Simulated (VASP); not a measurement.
# Rb (Rubidium): which input changes matter, part 2 of 3

Aim: change the input of a sound run on Rb (Rubidium) piece by piece and see what each change does. All runs use PBE. The start is a cell from a database of measured crystal structures.

VASP 6.6.1, plane waves and PAW; the level of theory is named at each step.

So far. Step 2 (Reference run): The pressure is 0.12 GPa and the largest force 0.000 eV/Å.

## 6. Full relaxation (PBE), changed input

Level of this step: PBE; plane waves and PAW (Rb_sv) (VASP).

The start need not lie at this functional's minimum. ISIF = 3 frees volume, shape and positions, and EDIFFG sets the threshold on forces and stress at which the search stops. Some settings are moved from the usual, to see what they do.

File INCAR:

```
SYSTEM = Rb
PREC = Accurate
ENCUT = 400
EDIFF = 1E-06
NELM = 100
ISMEAR = -1
SIGMA = 0.05
LREAL = .FALSE.
ALGO = Normal
GGA = PE
NBANDS = 10
LORBIT = 11
LWAVE = .FALSE.
LCHARG = .FALSE.
KPAR = 2
IBRION = 2
NSW = 60
ISIF = 3
EDIFFG = -0.01
PSTRESS = 20
```

File POSCAR:

```
Rb
1.0
   -2.8035000000      2.8035000000      2.8035000000
    2.8035000000     -2.8035000000      2.8035000000
    2.8035000000      2.8035000000     -2.8035000000
Rb
1
Direct
    0.0000000000      0.0000000000      0.0000000000
```

File KPOINTS:

```
Automatic mesh
0
Gamma
6 6 6
0 0 0
```

Potentials, in the order of the species: Rb_sv (PBE family, release 64).

Started as:

```bash
mpirun -np 2 vasp_std
```

What it wrote:

```text
[... set-up lines as in an earlier step ...]
 entering main loop
       N       E                     dE             d eps       ncg     rms          rms(c)
DAV:   1     0.411598663304E+02    0.41160E+02   -0.28984E+03   320   0.543E+02
DAV:   2     0.189327727195E+01   -0.39267E+02   -0.38627E+02   354   0.119E+02
DAV:   3    -0.783379407530E+00   -0.26767E+01   -0.26731E+01   458   0.303E+01
DAV:   4    -0.924043937371E+00   -0.14066E+00   -0.14061E+00   430   0.574E+00
DAV:   5    -0.924998138115E+00   -0.95420E-03   -0.95419E-03   450   0.560E-01    0.123E+00
DAV:   6    -0.925464140679E+00   -0.46600E-03   -0.18706E-03   414   0.245E-01    0.742E-01
DAV:   7    -0.926277238739E+00   -0.81310E-03   -0.32010E-03   380   0.315E-01    0.466E-02
DAV:   8    -0.926386559100E+00   -0.10932E-03   -0.13552E-04   354   0.902E-02    0.161E-02
DAV:   9    -0.926395279583E+00   -0.87205E-05   -0.81104E-06   434   0.212E-02    0.491E-03
DAV:  10    -0.926394933885E+00    0.34570E-06   -0.30147E-06   360   0.946E-03
   1 F= 0.17382899E+00 E0= 0.18172161E+00  d E =0.173829E+00
 curvature:   0.00 expect dE= 0.000E+00 dE for cont linesearch  0.000E+00
 trial: gam= 0.00000 g(F)=  0.101E-61 g(S)=  0.155E+00 ort = 0.000E+00 (trialstep = 0.100E+01)
 search vector abs. value=  0.155E+00
 bond charge predicted
       N       E                     dE             d eps       ncg     rms          rms(c)
DAV:   1    -0.226332838327E+01   -0.13369E+01   -0.31415E+01   324   0.349E+01    0.550E+00
DAV:   2    -0.115348582526E+01    0.11098E+01   -0.22795E+00   336   0.105E+01    0.254E+00
DAV:   3    -0.879818981598E+00    0.27367E+00   -0.14675E+00   480   0.630E+00    0.402E-01
DAV:   4    -0.887419749873E+00   -0.76008E-02   -0.24793E-02   352   0.118E+00    0.249E-01
DAV:   5    -0.895053330101E+00   -0.76336E-02   -0.10361E-02   502   0.823E-01    0.180E-01
DAV:   6    -0.894992796035E+00    0.60534E-04   -0.50734E-05   378   0.659E-02    0.195E-01
DAV:   7    -0.895061994806E+00   -0.69199E-04   -0.69998E-05   492   0.756E-02    0.175E-02
DAV:   8    -0.895064880684E+00   -0.28859E-05   -0.77246E-06   380   0.163E-02    0.108E-02
DAV:   9    -0.895065197756E+00   -0.31707E-06   -0.17748E-06   246   0.114E-02
   2 F= 0.48229420E-01 E0= 0.56248063E-01  d E =-.125600E+00
[...]
3 F= -.48054625E-03 E0= 0.78995522E-02  d E =-.174310E+00
[...]
4 F= -.43786567E-02 E0= 0.42109969E-02  d E =-.178208E+00
 curvature:  -0.99 expect dE=-0.548E-04 dE for cont linesearch -0.548E-04
 ZBRENT: bracketing found
 ZBRENT: interpolating
 opt :   2.0704  next Energy=    -0.004428 (dE=-0.178E+00)
 bond charge predicted
       N       E                     dE             d eps       ncg     rms          rms(c)
DAV:   1    -0.799660673489E+00   -0.82050E-02   -0.60954E-02   326   0.154E+00    0.234E-01
DAV:   2    -0.797721534458E+00    0.19391E-02   -0.50378E-03   356   0.469E-01    0.121E-01
DAV:   3    -0.797070214504E+00    0.65132E-03   -0.35181E-03   454   0.316E-01    0.277E-02
DAV:   4    -0.797077973663E+00   -0.77592E-05   -0.12604E-04   350   0.719E-02    0.143E-02
DAV:   5    -0.797083741285E+00   -0.57676E-05   -0.22360E-05   540   0.463E-02    0.102E-02
DAV:   6    -0.797082598980E+00    0.11423E-05   -0.39354E-07   194   0.568E-03    0.624E-03
DAV:   7    -0.797086022130E+00   -0.34231E-05   -0.14413E-06   210   0.128E-02    0.892E-04
DAV:   8    -0.797086007581E+00    0.14548E-07   -0.11341E-07   172   0.219E-03
   5 F= -.44171844E-02 E0= 0.41459295E-02  d E =-.178246E+00
 curvature:  -0.88 expect dE=-0.729E-05 dE for cont linesearch -0.729E-05
 trial: gam=-0.00724 g(F)=  0.117E-63 g(S)=  0.827E-05 ort = 0.113E-02 (trialstep = 0.121E+01)
 search vector abs. value=  0.540E-09
 reached required accuracy - stopping structural energy minimisation
```

Wall time 9.4 s (2 MPI ranks of AMD EPYC 9R45, shared host); peak memory 0.3 GiB; 18 s of CPU time.

Parts of OUTCAR (step 6):

```text
   NELECT =       9.0000    total number of electrons

 E-fermi :   1.0285

 k-point     1 :       0.0000    0.0000    0.0000
  band No.  band energies     occupation
      1     -27.8080      2.00000
      2     -11.7742      2.00000
      3     -11.7742      2.00000
      4     -11.7742      2.00000
      5      -1.4794      2.00000
      6       4.9686      0.00000
      7       4.9686      0.00000
      8       4.9686      0.00000
      9       6.1968      0.00000
     10       6.1968      0.00000

  Total        0.7851097      0.7851097      0.7851097     -0.0000000      0.0000000      0.0000000
  in kB       19.8092752     19.8092752     19.8092752     -0.0000000      0.0000000      0.0000000
  external PRESSURE =      -0.1907248 kB  Pullay stress =      20.0000000 kB

 POSITION                                       TOTAL-FORCE (eV/Angst)
 -----------------------------------------------------------------------------------
      0.00000      0.00000     -0.00000        -0.000000      0.000000      0.000000
 -----------------------------------------------------------------------------------
    total drift:                                0.000000      0.000000      0.000000

  FREE ENERGIE OF THE ION-ELECTRON SYSTEM (eV)
  ---------------------------------------------------
  free  energy   TOTEN  =        -0.7970860076 eV

  energy  without entropy=       -0.7799597797  energy(sigma->0) =       -0.78852289

 reached required accuracy - stopping structural energy minimisation

[... 7 parts as in an earlier step ...]

[... 10 further parts left out ...]
```

CONTCAR:

```
Rb
   1.00000000000000
    -2.5132602213551061    2.5132602213551061    2.5132602213551061
     2.5132602213551061   -2.5132602213551061    2.5132602213551061
     2.5132602213551061    2.5132602213551061   -2.5132602213551061
  Rb
     1
Direct
     0.0000000000000000    0.0000000000000000    0.0000000000000000
```

PSTRESS = 20 sets a target pressure of 2 GPa, a physical condition rather than a numerical setting. Under PSTRESS the energies of the steps are enthalpies, with the pressure-volume term. After so large a change of volume the plane waves of the start cell no longer fit, so the final stress carries a basis-set error. The run keeps the 48 symmetry operations of its start, so it cannot find a distortion of lower symmetry.

The steps of the relaxation:

| step | energy less that of the first step (eV) | largest force (eV/Å) | pressure (GPa) | volume (Å³) |
| --- | --- | --- | --- | --- |
| 1 | 0.0000 | 0.0000 | 0.12 | 88.14 |
| 2 | -0.1256 | 0.0000 | 0.76 | 75.57 |
| 3 | -0.1743 | 0.0000 | 1.60 | 66.46 |
| 4 | -0.1782 | 0.0000 | 2.05 | 63.05 |
| 5 | -0.1782 | 0.0000 | 1.98 | 63.50 |

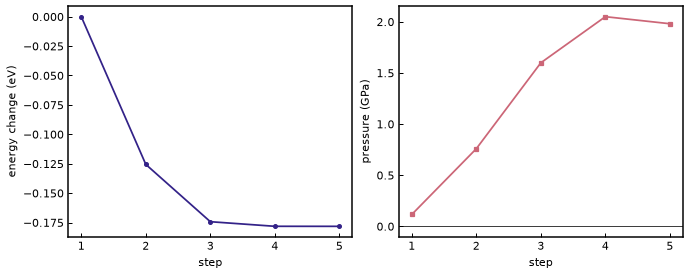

Energy and pressure along the relaxation.

| conventional cell, symmetrised | before | after | change |
| --- | --- | --- | --- |
| a (Å) | 5.607 | 5.027 | -10.4 % |
| b (Å) | 5.607 | 5.027 | -10.4 % |
| c (Å) | 5.607 | 5.027 | -10.4 % |
| volume (Å³/atom) | 88.14 | 63.50 | -28.0 % |

The relaxed structure:

```cif
data_structure
_symmetry_space_group_name_H-M 'P 1'
_symmetry_Int_Tables_number 1
_cell_length_a 4.3531
_cell_length_b 4.3531
_cell_length_c 4.3531
_cell_angle_alpha 109.471
_cell_angle_beta 109.471
_cell_angle_gamma 109.471
_cell_volume 63.50
loop_
_atom_site_label
_atom_site_type_symbol
_atom_site_fract_x
_atom_site_fract_y
_atom_site_fract_z
_atom_site_occupancy
Rb1 Rb 0.00000 0.00000 0.00000 1
```

This step gave:

- free energy (TOTEN): -0.7971 eV
- energy at zero smearing: -0.7885 eV
- enthalpy: -0.004417 eV
- Fermi energy: 1.028 eV
- pressure: 1.981 GPa
- SCF cycles over all ionic steps: 44

It ends with forces that vanish by symmetry and a pressure of 1.98 GPa.

## 7. Relaxing cell and atoms (PBE), changed input

This step: PBE, DFT+U; plane waves and PAW (Rb_sv) (VASP 6.6.1).

This run is made with a changed input; what comes of it follows.

Edit INCAR of step 6 so:

```diff
@@ -4,3 +4,3 @@
 EDIFF = 1E-06
-NELM = 100
+NELM = 74
 ISMEAR = -1
@@ -16,5 +16,8 @@
 IBRION = 2
-NSW = 60
+NSW = 30
 ISIF = 3
 EDIFFG = -0.01
-PSTRESS = 20
+LDAU = .TRUE.
+LDAUTYPE = 2
+LDAUL = 2 2 2 2 2
+LDAUU = 4
```

POSCAR is that of step 6.

KPOINTS is that of step 6.

Started as:

```bash
mpirun -np 2 vasp_std
```

What it wrote:

```text
[... set-up lines as in an earlier step ...]
 entering main loop
       N       E                     dE             d eps       ncg     rms          rms(c)
DAV:   1     0.412206869049E+02    0.41221E+02   -0.28989E+03   320   0.543E+02
DAV:   2     0.184683798009E+01   -0.39374E+02   -0.38733E+02   350   0.120E+02
DAV:   3    -0.766011116500E+00   -0.26128E+01   -0.26096E+01   444   0.301E+01
DAV:   4    -0.914970168630E+00   -0.14896E+00   -0.14887E+00   460   0.589E+00
DAV:   5    -0.915987109556E+00   -0.10169E-02   -0.10169E-02   416   0.589E-01    0.126E+00
DAV:   6    -0.916407802876E+00   -0.42069E-03   -0.21126E-03   418   0.257E-01    0.757E-01
DAV:   7    -0.917209518291E+00   -0.80172E-03   -0.32942E-03   342   0.320E-01    0.499E-02
DAV:   8    -0.917323445231E+00   -0.11393E-03   -0.12962E-04   364   0.868E-02    0.217E-02
DAV:   9    -0.917335102071E+00   -0.11657E-04   -0.11989E-05   396   0.267E-02    0.505E-03
DAV:  10    -0.917334730574E+00    0.37150E-06   -0.37519E-06   370   0.108E-02
   1 F= -.91733473E+00 E0= -.90951241E+00  d E =-.917335E+00
 curvature:   0.00 expect dE= 0.000E+00 dE for cont linesearch  0.000E+00
 trial: gam= 0.00000 g(F)=  0.315E-63 g(S)=  0.102E-02 ort = 0.000E+00 (trialstep = 0.100E+01)
 search vector abs. value=  0.102E-02
 bond charge predicted
       N       E                     dE             d eps       ncg     rms          rms(c)
DAV:   1    -0.925806816266E+00   -0.84717E-02   -0.17964E-01   332   0.261E+00    0.401E-01
DAV:   2    -0.920146695530E+00    0.56601E-02   -0.14218E-02   352   0.783E-01    0.206E-01
DAV:   3    -0.918173003382E+00    0.19737E-02   -0.10056E-02   446   0.525E-01    0.445E-02
DAV:   4    -0.918193847927E+00   -0.20845E-04   -0.25061E-04   362   0.113E-01    0.243E-02
DAV:   5    -0.918222018331E+00   -0.28170E-04   -0.29723E-05   570   0.535E-02    0.142E-02
DAV:   6    -0.918220984115E+00    0.10342E-05   -0.39751E-06   452   0.137E-02    0.364E-03
DAV:   7    -0.918221736296E+00   -0.75218E-06   -0.17267E-07   172   0.428E-03
   2 F= -.91822174E+00 E0= -.91039923E+00  d E =-.887006E-03
 trial-energy change:   -0.000887  1 .order   -0.000890   -0.001022   -0.000758
 step:   3.8643(harm=  3.8643)  dis= 0.00000  next Energy=    -0.919310 (dE=-0.198E-02)
 bond charge predicted
       N       E                     dE             d eps       ncg     rms          rms(c)
DAV:   1    -0.979903691823E+00   -0.61683E-01   -0.14403E+00   328   0.737E+00    0.113E+00
DAV:   2    -0.935205257230E+00    0.44698E-01   -0.11456E-01   384   0.220E+00    0.591E-01
DAV:   3    -0.919039283755E+00    0.16166E-01   -0.84914E-02   450   0.151E+00    0.144E-01
DAV:   4    -0.919126656588E+00   -0.87373E-04   -0.16544E-03   362   0.319E-01    0.736E-02
DAV:   5    -0.919406891623E+00   -0.28024E-03   -0.34185E-04   568   0.190E-01    0.407E-02
DAV:   6    -0.919405113724E+00    0.17779E-05   -0.10269E-05   392   0.192E-02    0.680E-03
DAV:   7    -0.919408920951E+00   -0.38072E-05   -0.18677E-06   200   0.151E-02    0.700E-04
DAV:   8    -0.919408926865E+00   -0.59140E-08   -0.88845E-08   166   0.177E-03
   3 F= -.91940893E+00 E0= -.91158412E+00  d E =-.207420E-02
 curvature:  -1.93 expect dE=-0.103E-04 dE for cont linesearch -0.103E-04
 trial: gam=-0.06690 g(F)=  0.135E-62 g(S)=  0.531E-05 ort = 0.737E-04 (trialstep = 0.157E+01)
 search vector abs. value=  0.277E-07
 reached required accuracy - stopping structural energy minimisation
```

It took 5.8 s on 2 MPI ranks; peak memory 0.29 GiB; 10 s of CPU time.

From OUTCAR (step 7):

```text
   NELECT =       9.0000    total number of electrons

 E-fermi :   0.0119

 k-point     1 :       0.0000    0.0000    0.0000
  band No.  band energies     occupation
      1     -28.9365      2.00000
      2     -12.9797      2.00000
      3     -12.9797      2.00000
      4     -12.9797      2.00000
      5      -1.9737      2.00000
      6       4.1068      0.00000
      7       4.1068      0.00000
      8       4.1068      0.00000
      9       5.0626      0.00000
     10       5.0626      0.00000

  Total        0.0060594      0.0060594      0.0060594      0.0000000      0.0000000     -0.0000000
  in kB        0.1051289      0.1051289      0.1051289      0.0000000      0.0000000     -0.0000000
  external PRESSURE =       0.1051289 kB  Pullay stress =       0.0000000 kB

 POSITION                                       TOTAL-FORCE (eV/Angst)
 -----------------------------------------------------------------------------------
      0.00000      0.00000      0.00000        -0.000000      0.000000      0.000000
 -----------------------------------------------------------------------------------
    total drift:                                0.000000      0.000000     -0.000000

  FREE ENERGIE OF THE ION-ELECTRON SYSTEM (eV)
  ---------------------------------------------------
  free  energy   TOTEN  =        -0.9194089269 eV

  energy  without entropy=       -0.9037593075  energy(sigma->0) =       -0.91158412

[... 8 parts as in an earlier step ...]

[... 10 further parts left out ...]
```

Convergence was reached, but on settings outside the sound range, so the numbers are no properties of the crystal.

With one species VASP reads the first entry and ignores the rest, so the run simply has U = 4 eV on its d states.

Settings moved from the usual: NELM = 74, NSW = 30, LDAU = True, LDAUTYPE = 2, LDAUL = 2 2 2 2 2 and LDAUU = 4.

## 8. Total energy, forces and stress (PBE), changed input, try 2

This step: PBE; plane waves and PAW (Rb_sv) (VASP 6.6.1).

A single point gives energy, forces and stress at these settings. Some settings are moved from the usual, to see what they do.

File INCAR:

```
SYSTEM = Rb
PREC = Accurate
ENCUT = 400
EDIFF = 1E-06
NELM = 100
ISMEAR = -1
SIGMA = 0.05
LREAL = .FALSE.
ALGO = Normal
GGA = PE
NBANDS = 8
LORBIT = 11
LWAVE = .FALSE.
LCHARG = .FALSE.
KPAR = 2
ISIF = 2
LMAXMIX = 6
```

POSCAR is that of step 7.

KPOINTS is that of step 7.

Started as:

```bash
mpirun -np 2 vasp_std
```

What it wrote:

```text
[... set-up lines as in an earlier step ...]
 entering main loop
       N       E                     dE             d eps       ncg     rms          rms(c)
DAV:   1     0.452509663957E+02    0.45251E+02   -0.29332E+03   256   0.663E+02
DAV:   2     0.176625335836E+01   -0.43485E+02   -0.43136E+02   272   0.135E+02
DAV:   3    -0.860340733132E+00   -0.26266E+01   -0.26188E+01   328   0.374E+01
DAV:   4    -0.924760774734E+00   -0.64420E-01   -0.64420E-01   400   0.593E+00
DAV:   5    -0.925008776682E+00   -0.24800E-03   -0.24800E-03   416   0.323E-01    0.123E+00
DAV:   6    -0.925469631953E+00   -0.46086E-03   -0.18317E-03   400   0.292E-01    0.742E-01
DAV:   7    -0.926278094247E+00   -0.80846E-03   -0.33683E-03   296   0.391E-01    0.451E-02
DAV:   8    -0.926386148747E+00   -0.10805E-03   -0.12277E-04   376   0.102E-01    0.152E-02
DAV:   9    -0.926395265025E+00   -0.91163E-05   -0.76108E-06   368   0.249E-02    0.496E-03
DAV:  10    -0.926394976821E+00    0.28820E-06   -0.28540E-06   384   0.108E-02
   1 F= -.92639498E+00 E0= -.91850236E+00  d E =-.157852E-01
```

The job ended after 2.4 s (2 MPI ranks; peak memory 0.27 GiB).

Parts of OUTCAR (step 8):

```text
   k-points           NKPTS =     16   k-points in BZ     NKDIM =     16   number of bands    NBANDS=      8

   NELECT =       9.0000    total number of electrons

 E-fermi :   0.0998

 k-point     1 :       0.0000    0.0000    0.0000
  band No.  band energies     occupation
      1     -28.8007      2.00000
      2     -12.8398      2.00000
      3     -12.8398      2.00000
      4     -12.8398      2.00000
      5      -1.9290      2.00000
      6       3.7936      0.00000
      7       3.7936      0.00000
      8       3.7936      0.00000

  Total        0.0637237      0.0637237      0.0637237      0.0000000      0.0000000     -0.0000000
  in kB        1.1583762      1.1583762      1.1583762      0.0000000      0.0000000     -0.0000000
  external PRESSURE =       1.1583762 kB  Pullay stress =       0.0000000 kB

 POSITION                                       TOTAL-FORCE (eV/Angst)
 -----------------------------------------------------------------------------------
      0.00000      0.00000      0.00000         0.000000     -0.000000      0.000000
 -----------------------------------------------------------------------------------
    total drift:                                0.000000      0.000000     -0.000000

  FREE ENERGIE OF THE ION-ELECTRON SYSTEM (eV)
  ---------------------------------------------------
  free  energy   TOTEN  =        -0.9263949768 eV

  energy  without entropy=       -0.9106097398  energy(sigma->0) =       -0.91850236

[... 8 parts as in an earlier step ...]

[... 8 further parts left out ...]
```

LMAXMIX acts on the way to self-consistency or on speed; a fully converged result doesn't depend on them, though slow mixing can meet EDIFF with the stress still off.

This step gave:

* bands: 8
* free energy (TOTEN): -0.9264 eV
* energy at zero smearing: -0.9185 eV
* Fermi energy: 0.0998 eV
* pressure: 0.1158 GPa

Energy and pressure equal those of the reference run, within 0.01 meV an atom and 0.01 GPa.

(Continued in part 3 of 3.)

[Lines on the potential files, build, host, timing and source positions are cut from VASP's logs without a mark.]

[Logs are printed without paths, hosts, clocks, repeated set-up lines and the standing remarks that a program may print on its own settings, such as how far it seeks lower states.]

[Hosts, paths, dates, database ids (printed as entryN), source tags and the programs' standing remarks are cut or masked in the printed files.]

[A measured line is paired with the nearest computed mode of its activity, which favours agreement.]
